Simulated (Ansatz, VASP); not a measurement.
# PtSe2 (Sudovikovite): VASP beside Ansatz

Wanted: the spread between two codes on one cell, functional and k mesh. The cell comes out of earlier VASP steps on this material, which relaxed, scaled or displaced it; both programs get it as it stands.

Calculated with Ansatz 0.2.0; plane waves, with VASP 6.6.1 beside it; zone-centre phonons at LDA.

## Step 1: The starting structure

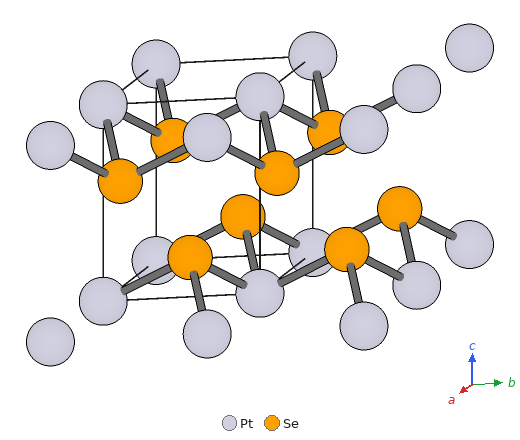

The starting structure, seen slightly off an axis (platinum light grey, selenium orange). 2×2×1 cells are drawn. Bonds to atoms that aren't drawn are left out. Some periodic images of atoms are drawn too.

Structure file:

```
Pt Se
1.0
     3.74033    0.00000    0.00000
    -1.87017    3.23922    0.00000
     0.00000    0.00000    4.78812
Pt Se
1 2
Direct
  0.00000 0.00000 0.00000
  0.33333 0.66667 0.26445
  0.66667 0.33333 0.73555
```

## Step 2: VASP: zone-centre phonons, LDA

Second derivatives magnify differences that forces hide, and they need a tight electronic threshold.

Lines of VASP's logs that name or quote its potential files are left out, and so is its time.

INCAR

```
SYSTEM = PtSe2
PREC = Accurate
ENCUT = 400
EDIFF = 1E-08
NELM = 100
ISMEAR = 1
SIGMA = 0.2
LREAL = .FALSE.
ALGO = Normal
GGA = CA
NBANDS = 17
LASPH = .TRUE.
LORBIT = 11
LWAVE = .FALSE.
LCHARG = .FALSE.
KPAR = 2
IBRION = 8
ISIF = 2
```

POSCAR

```
PtSe2
1.0
    3.7403324055      0.0000000000      0.0000000000
   -1.8701662028      3.2392228818      0.0000000000
    0.0000000000      0.0000000000      4.7881194269
Pt Se
1 2
Direct
    0.0000000000      0.0000000000      0.0000000000
    0.3333333333      0.6666666667      0.2644490384
    0.6666666667      0.3333333333      0.7355509616
```

KPOINTS

```
Automatic mesh
0
Gamma
12 12 8
0 0 0
```

PAW data sets: Pt and Se (LDA family, release 64).

On the command line:

```bash
$ mpirun -np 2 vasp_std
```

Numbers of over 12 decimals in the logs are rounded to 6 here.

Log:

```text
[banner, memory and clock lines left out]
running    2 mpi-ranks, on    1 nodes
 distrk:  each k-point on    1 cores,    2 groups
 distr:  one band on    1 cores,    1 groups

 POSCAR found type information on POSCAR PtSe
 POSCAR found :  2 types and       3 ions
 LDA part: xc-table for (Slater(with rela. corr.)+CA(PZ))
 , standard interpolation
 POSCAR, INCAR and KPOINTS ok, starting setup
 FFT: planning ... GRIDC
 FFT: planning ... GRID_SOFT
 FFT: planning ... GRID
 WAVECAR not read
 entering main loop
       N       E                     dE             d eps       ncg     rms          rms(c)
DAV:   1     0.894658051722E+02    0.89466E+02   -0.87584E+03  4630   0.918E+02
DAV:   2    -0.141256140181E+02   -0.10359E+03   -0.10062E+03  5684   0.198E+02
DAV:   3    -0.178649848262E+02   -0.37394E+01   -0.37186E+01  5286   0.384E+01
DAV:   4    -0.178904979213E+02   -0.25513E-01   -0.25506E-01  5845   0.348E+00
DAV:   5    -0.178907365306E+02   -0.23861E-03   -0.23860E-03  5378   0.317E-01    0.130E+01
DAV:   6    -0.173293908399E+02    0.56135E+00   -0.44279E+00  4544   0.190E+01    0.803E+00
DAV:   7    -0.171209033812E+02    0.20849E+00   -0.85050E-01  4538   0.921E+00    0.398E+00
DAV:   8    -0.170930514798E+02    0.27852E-01   -0.58821E-02  4803   0.170E+00    0.801E-01
DAV:   9    -0.170901278120E+02    0.29237E-02   -0.67254E-03  5125   0.775E-01    0.207E-01
DAV:  10    -0.170900996554E+02    0.28157E-04   -0.11007E-03  5129   0.207E-01    0.383E-02
DAV:  11    -0.170900958118E+02    0.38435E-05   -0.45900E-05  5527   0.545E-02    0.252E-02
DAV:  12    -0.170900948495E+02    0.96230E-06   -0.40523E-06  5019   0.126E-02    0.318E-03
DAV:  13    -0.170900947505E+02    0.98996E-07   -0.46082E-07  5499   0.548E-03    0.138E-03
DAV:  14    -0.170900947502E+02    0.30582E-09   -0.41219E-08  4904   0.147E-03
   1 F= -.17090095E+02 E0= -.17090126E+02  d E =0.931507E-04
 Linear response reoptimize wavefunctions to high precision
DAV:   1    -0.170900947504E+02   -0.18667E-09   -0.24420E-09  3304   0.390E-04
DAV:   2    -0.170900947504E+02   -0.12960E-10   -0.12293E-10  2442   0.792E-05
 Linear response DOF=           4
 Linear response progress:
  Degree of freedom:   1/  4
       N       E                     dE             d eps       ncg     rms          rms(c)
RMM:   1    -0.257318999131E+00   -0.25732E+00   -0.26121E-01 18498   0.329E+00
RMM:   2    -0.249409976835E+00    0.79090E-02   -0.72284E-03 16345   0.505E-01    0.191E-01
RMM:   3    -0.249264904259E+00    0.14507E-03   -0.36955E-04 17901   0.114E-01    0.115E-01
RMM:   4    -0.249725187588E+00   -0.46028E-03   -0.48364E-04 18552   0.117E-01    0.207E-02
RMM:   5    -0.249775666408E+00   -0.50479E-04   -0.32149E-05 18092   0.345E-02    0.893E-03
RMM:   6    -0.249817888784E+00   -0.42222E-04   -0.34226E-07 18950   0.517E-03    0.140E-03
RMM:   7    -0.249805740517E+00    0.12148E-04    0.15354E-07 19063   0.164E-03    0.930E-04
RMM:   8    -0.249795569814E+00    0.10171E-04    0.55565E-08 19204   0.679E-04    0.329E-04
RMM:   9    -0.249792280103E+00    0.32897E-05    0.15120E-07 18694   0.889E-04    0.148E-04
RMM:  10    -0.249792696441E+00   -0.41634E-06    0.66841E-08 18595   0.374E-04    0.252E-05
RMM:  11    -0.249792892063E+00   -0.19562E-06    0.13778E-07 19808   0.154E-04    0.108E-05
RMM:  12    -0.249792907720E+00   -0.15657E-07    0.16347E-07 20022   0.120E-04    0.969E-07
RMM:  13    -0.249792928967E+00   -0.21248E-07    0.17178E-07 20033   0.105E-04    0.148E-06
RMM:  14    -0.249792912871E+00    0.16096E-07    0.16676E-07 17609   0.992E-05    0.980E-07
RMM:  15    -0.249792910096E+00    0.27757E-08    0.17498E-07 16560   0.987E-05    0.121E-07
RMM:  16    -0.249792910201E+00   -0.10555E-09    0.17377E-07 11073   0.978E-05    0.883E-08
 first order change of Fermi-energy   0.32835E-03
 force on displaced ion       1 direction 1 : -15.172   0.000   0.000
 Linear response progress:
  Degree of freedom:   2/  4
       N       E                     dE             d eps       ncg     rms          rms(c)
RMM:   1    -0.271588916906E+00   -0.27159E+00   -0.26825E-01  7703   0.330E+00
RMM:   2    -0.262817790651E+00    0.87711E-02   -0.71092E-03  6692   0.530E-01    0.203E-01
RMM:   3    -0.262488814185E+00    0.32898E-03   -0.66666E-04  7306   0.141E-01    0.117E-01
RMM:   4    -0.262729411755E+00   -0.24060E-03   -0.41807E-04  7504   0.106E-01    0.362E-02
RMM:   5    -0.262871628947E+00   -0.14222E-03   -0.93441E-06  7599   0.202E-02    0.143E-02
RMM:   6    -0.262924329012E+00   -0.52700E-04   -0.39514E-06  7155   0.107E-02    0.214E-03
RMM:   7    -0.262904776578E+00    0.19552E-04   -0.14833E-07  7717   0.216E-03    0.709E-04
RMM:   8    -0.262896187251E+00    0.85893E-05   -0.39861E-08  7777   0.625E-04    0.833E-05
RMM:   9    -0.262896585185E+00   -0.39793E-06   -0.34695E-08  7881   0.198E-04    0.387E-05
RMM:  10    -0.262896502528E+00    0.82657E-07   -0.38343E-08  8072   0.124E-04    0.140E-05
RMM:  11    -0.262896406719E+00    0.95809E-07   -0.34223E-08  8136   0.101E-04    0.448E-06
RMM:  12    -0.262896443639E+00   -0.36920E-07   -0.30461E-08  7723   0.961E-05    0.103E-06
RMM:  13    -0.262896453597E+00   -0.99581E-08   -0.29985E-08  6848   0.941E-05    0.339E-07
 first order change of Fermi-energy  -0.34125E-03
 force on displaced ion       1 direction 3 :   0.000   0.000 -15.499
 Linear response progress:
  Degree of freedom:   3/  4
       N       E                     dE             d eps       ncg     rms          rms(c)
RMM:   1    -0.780037180612E-01   -0.78004E-01    0.57827E-02 47889   0.152E+00
RMM:   2    -0.765870474118E-01    0.14167E-02   -0.16127E-03 30862   0.240E-01    0.107E-01
RMM:   3    -0.764615873977E-01    0.12546E-03   -0.46260E-05 33471   0.389E-02    0.609E-02
RMM:   4    -0.764007061391E-01    0.60881E-04   -0.25155E-05 34389   0.297E-02    0.662E-03
RMM:   5    -0.764032473201E-01   -0.25412E-05   -0.71351E-08 34525   0.515E-03    0.126E-03
RMM:   6    -0.764030294895E-01    0.21783E-06    0.68066E-08 34899   0.144E-03    0.362E-04
RMM:   7    -0.764018989921E-01    0.11305E-05    0.68653E-08 35297   0.461E-04    0.774E-05
RMM:   8    -0.764017128600E-01    0.18613E-06    0.10668E-07 35608   0.131E-04    0.374E-05
RMM:   9    -0.764016304066E-01    0.82453E-07    0.41243E-08 35750   0.897E-05    0.178E-05
RMM:  10    -0.764015756168E-01    0.54790E-07    0.32471E-08 36295   0.795E-05    0.295E-06
RMM:  11    -0.764015876318E-01   -0.12015E-07    0.15275E-08 35483   0.710E-05    0.937E-07
RMM:  12    -0.764015894111E-01   -0.17794E-08    0.42926E-08 27596   0.687E-05    0.392E-07
 first order change of Fermi-energy  -0.25207E-05
 force on displaced ion       2 direction 1 :  -7.713   0.000   0.000
 Linear response progress:
  Degree of freedom:   4/  4
       N       E                     dE             d eps       ncg     rms          rms(c)
RMM:   1    -0.920108625734E-01   -0.92011E-01    0.52454E-02 10428   0.150E+00
RMM:   2    -0.896887856762E-01    0.23221E-02   -0.18657E-03  7027   0.256E-01    0.158E-01
RMM:   3    -0.894834034284E-01    0.20538E-03   -0.18967E-04  7593   0.692E-02    0.105E-01
RMM:   4    -0.893808945788E-01    0.10251E-03   -0.57504E-05  7516   0.455E-02    0.545E-02
RMM:   5    -0.893323616944E-01    0.48533E-04   -0.18611E-05  7637   0.235E-02    0.851E-03
RMM:   6    -0.893390881208E-01   -0.67264E-05    0.57093E-07  7676   0.355E-03    0.288E-03
RMM:   7    -0.893442276299E-01   -0.51395E-05   -0.26065E-07  7623   0.228E-03    0.756E-04
RMM:   8    -0.893430054524E-01    0.12222E-05   -0.10621E-07  7821   0.567E-04    0.155E-04
RMM:   9    -0.893427239451E-01    0.28151E-06   -0.45277E-08  7893   0.148E-04    0.487E-05
RMM:  10    -0.893426966489E-01    0.27296E-07   -0.41758E-08  8016   0.115E-04    0.830E-06
RMM:  11    -0.893427043419E-01   -0.76930E-08   -0.44418E-08  8135   0.881E-05    0.275E-06
 first order change of Fermi-energy  -0.89618E+00
 force on displaced ion       2 direction 3 :   0.000  -0.000 -10.013
 Linear response finished
```

OUTCAR, selected parts (step 2):

```text
ion  position               nearest neighbor table
   1  0.000  0.000  0.000-   2 2.50   3 2.50   3 2.50   2 2.50   3 2.50   2 2.50
   2  0.333  0.667  0.264-   1 2.50   1 2.50   1 2.50
   3  0.667  0.333  0.736-   1 2.50   1 2.50   1 2.50

  LATTYP: Found a hexagonal cell.
 ALAT       =     3.7403324055
 C/A-ratio  =     1.2801320599

 Subroutine GETGRP returns: Found 12 space group operations
 (whereof 12 operations were pure point group operations)

The static configuration has the point symmetry D_3d.

 Found    131 irreducible k-points:

   k-points           NKPTS =    131   k-points in BZ     NKDIM =    131   number of bands    NBANDS=     17

   dimension x,y,z NGX =    24 NGY =   24 NGZ =   32
   dimension x,y,z NGXF=    48 NGYF=   48 NGZF=   64

   ENCUT  =  400.0 eV  29.40 Ry    5.42 a.u.   6.10  6.10  7.81*2*pi/ulx,y,z

   NELECT =      22.0000    total number of electrons

 k-points in reciprocal lattice and weights: Automatic mesh
   0.00000000  0.00000000  0.00000000       0.001
   0.08333333  0.00000000  0.00000000       0.005
   0.16666667  0.00000000  0.00000000       0.005
   0.25000000  0.00000000  0.00000000       0.005
   0.33333333  0.00000000  0.00000000       0.005
   0.41666667  0.00000000  0.00000000       0.005
   0.50000000  0.00000000  0.00000000       0.003
   0.08333333  0.08333333  0.00000000       0.005
   0.16666667  0.08333333  0.00000000       0.010
[...]
0.33333333  0.25000000  0.50000000       0.010
   0.33333333  0.33333333  0.50000000       0.002

 average (electrostatic) potential at core
       1 -68.0796       2 -58.3325       3 -58.3325

  Total        0.0236595      0.0236595     -0.1180605     -0.0000000      0.0000000     -0.0000000
  in kB        0.6534318      0.6534318     -3.2606117     -0.0000000      0.0000000     -0.0000000
  external PRESSURE =      -0.6512494 kB  Pullay stress =       0.0000000 kB

  energy-cutoff  :      400.00
  volume of cell :       58.01
      direct lattice vectors                 reciprocal lattice vectors
     3.740332405  0.000000000  0.000000000     0.267355917  0.154358011  0.000000000
    -1.870166203  3.239222882  0.000000000     0.000000000  0.308716021  0.000000000
     0.000000000  0.000000000  4.788119427     0.000000000  0.000000000  0.208850263

 POSITION                                       TOTAL-FORCE (eV/Angst)
 -----------------------------------------------------------------------------------
      0.00000      0.00000      0.00000        -0.000000      0.000000      0.000000
     -0.00000      2.15948      1.26621        -0.000000     -0.000000     -0.003107
      1.87017      1.07974      3.52191         0.000000      0.000000      0.003107
 -----------------------------------------------------------------------------------
    total drift:                                0.000000     -0.000000     -0.000000

 Eigenvectors and eigenvalues of the dynamical matrix
 ----------------------------------------------------

   1 f  =    6.586750 THz    41.385769 2PiTHz  219.710320 cm-1    27.240596 meV
             X         Y         Z           dx          dy          dz
      0.000000  0.000000  0.000000     0.000000   -0.000000   -0.668992
     -0.000000  2.159482  1.266214     0.000000    0.000000    0.525571
      1.870166  1.079741  3.521906    -0.000000    0.000000    0.525571

   2 f  =    6.520281 THz    40.968133 2PiTHz  217.493162 cm-1    26.965703 meV
             X         Y         Z           dx          dy          dz
      0.000000  0.000000  0.000000    -0.293947    0.600585   -0.000000
     -0.000000  2.159482  1.266214     0.231136   -0.472252    0.000000
      1.870166  1.079741  3.521906     0.231136   -0.472252   -0.000000

   3 f  =    6.520281 THz    40.968133 2PiTHz  217.493162 cm-1    26.965703 meV
             X         Y         Z           dx          dy          dz
      0.000000  0.000000  0.000000     0.600585    0.293947    0.000000
     -0.000000  2.159482  1.266214    -0.472252   -0.231136    0.000000
      1.870166  1.079741  3.521906    -0.472252   -0.231136    0.000000

   4 f  =    6.165665 THz    38.740017 2PiTHz  205.664455 cm-1    25.499131 meV
             X         Y         Z           dx          dy          dz
      0.000000  0.000000  0.000000     0.000000   -0.000000   -0.000000
     -0.000000  2.159482  1.266214     0.000000    0.000000    0.707107
      1.870166  1.079741  3.521906    -0.000000    0.000000   -0.707107

   5 f  =    4.923487 THz    30.935180 2PiTHz  164.229843 cm-1    20.361896 meV
             X         Y         Z           dx          dy          dz
      0.000000  0.000000  0.000000     0.000000   -0.000000   -0.000000
     -0.000000  2.159482  1.266214    -0.310862    0.635110    0.000000
      1.870166  1.079741  3.521906     0.310862   -0.635110    0.000000

   6 f  =    4.923487 THz    30.935180 2PiTHz  164.229843 cm-1    20.361896 meV
             X         Y         Z           dx          dy          dz
      0.000000  0.000000  0.000000     0.000000    0.000000   -0.000000
     -0.000000  2.159482  1.266214    -0.635110   -0.310862    0.000000
      1.870166  1.079741  3.521906     0.635110    0.310862   -0.000000

   7 f/i=    0.001225 THz     0.007696 2PiTHz    0.040855 cm-1     0.005065 meV
             X         Y         Z           dx          dy          dz
      0.000000  0.000000  0.000000    -0.000000   -0.000000    0.743270
     -0.000000  2.159482  1.266214    -0.000000   -0.000000    0.473049
      1.870166  1.079741  3.521906    -0.000000   -0.000000    0.473049

   8 f/i=    0.001693 THz     0.010638 2PiTHz    0.056477 cm-1     0.007002 meV
             X         Y         Z           dx          dy          dz
      0.000000  0.000000  0.000000    -0.711745    0.215201    0.000000
     -0.000000  2.159482  1.266214    -0.452580    0.136840    0.000000
      1.870166  1.079741  3.521906    -0.452580    0.136840    0.000000

   9 f/i=    0.001693 THz     0.010638 2PiTHz    0.056477 cm-1     0.007002 meV
             X         Y         Z           dx          dy          dz
      0.000000  0.000000  0.000000    -0.215201   -0.711745   -0.000000
     -0.000000  2.159482  1.266214    -0.136840   -0.452580   -0.000000
      1.870166  1.079741  3.521906    -0.136840   -0.452580   -0.000000

 ELASTIC MODULI CONTR FROM IONIC RELAXATION (kBar)
 Direction    XX          YY          ZZ          XY          YZ          ZX
 --------------------------------------------------------------------------------
 XX        -601.2288   -373.6115   -555.3177      0.0000    240.9671     -0.0000
 YY        -373.6115   -601.2288   -555.3177      0.0000   -240.9671      0.0000
 ZZ        -555.3177   -555.3177   -632.6734      0.0000     -0.0000      0.0000
 XY           0.0000      0.0000      0.0000   -113.8086      0.0000    219.4136
 YZ         240.9671   -240.9671     -0.0000      0.0000   -510.1996      0.0000
 ZX          -0.0000      0.0000      0.0000    219.4136      0.0000   -423.0111
 --------------------------------------------------------------------------------
```

(Continued in part 2 of 2.)

[Lines on the potential files, build, host, timing and source positions are cut from VASP's logs without a mark.]

[Logs are printed without paths, hosts, clocks, repeated set-up lines and the standing remarks that a program may print on its own settings, such as how far it seeks lower states.]

[Hosts, paths, dates, database ids (printed as entryN), source tags and the programs' standing remarks are cut or masked in the printed files.]
